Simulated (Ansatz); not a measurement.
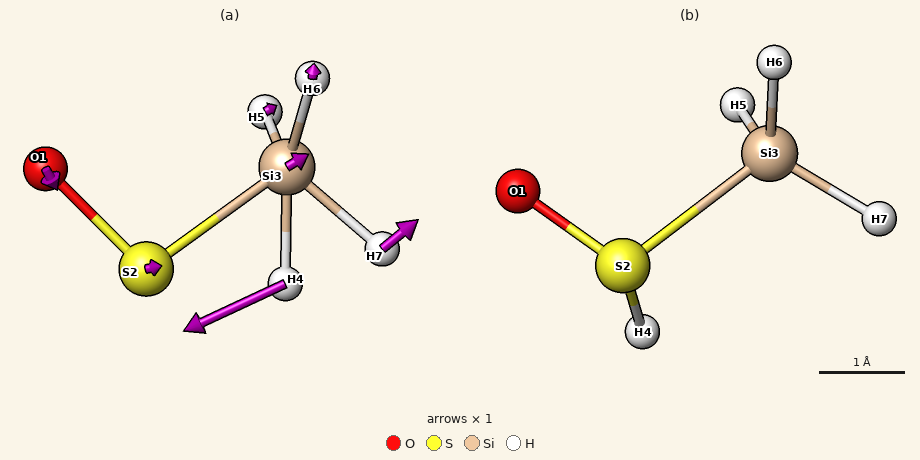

The structure of SiH4SO before (left) and after (right) a relaxation, at one scale. The purple arrows give the displacements, at their true length.

Style: ball-and-stick. Shown at a tilt.

It is one of the separated reactants of a reaction.

Method: RKS PBE-D4/def2-SVP (Ansatz).

Input file:
```yaml
crystal:
  periodic: [false, false, false]
  atoms:
    - {symbol: O, position_ang: [-1.545868, -1.201132, -0.331913]}
    - {symbol: S, position_ang: [-0.041551, -1.372456, 0.388274]}
    - {symbol: Si, position_ang: [0.779770, 0.555991, -0.045068]}
    - {symbol: H, position_ang: [1.661358, -0.546485, 0.109037]}
    - {symbol: H, position_ang: [0.852030, 0.797843, -1.507195]}
    - {symbol: H, position_ang: [-0.029485, 1.630048, 0.588119]}
    - {symbol: H, position_ang: [2.140639, 0.508174, 0.549495]}
basis:
  gaussian: {orbitals: def2-SVP}
hamiltonian: {xc: pbe, dispersion: d4}
relax: {f_tol: 0.03, max_steps: 250}
```

Launched with:
```bash
ansatz run in.yaml --threads 2 --pin off --events-out ev --progress --plain --max-ram 4352MiB
```

Question: What changed between the two?

Answer: The atom that moves furthest after the best rigid fit is H4 (1.35 Å). By element the largest moves are H 1.35 Å, O 0.34 Å, Si 0.32 Å, S 0.21 Å. Among the contacts that change: Si3–H4 1.420 → 2.635 Å, S2–H4 1.913 → 1.431 Å, O1–S2 1.677 → 1.526 Å, S2–Si3 2.140 → 2.277 Å. New bonds form, among them: S2–H4 (1.91 → 1.43 Å). Bonds break, among them: Si3–H4 (1.42 → 2.64 Å). Bond angles that change, for instance: S2–Si3–H7 104.0° → 111.6°, S2–Si3–H6 110.8° → 104.0°, O1–S2–Si3 99.5° → 104.5°. Over 10 geometry steps the energy falls by 3.019 eV. Largest force component: 3.5 eV/Å at the start, 0.0089 eV/Å at the end. The run took 19 s on 2 threads of Arm Neoverse N1, on a shared host.
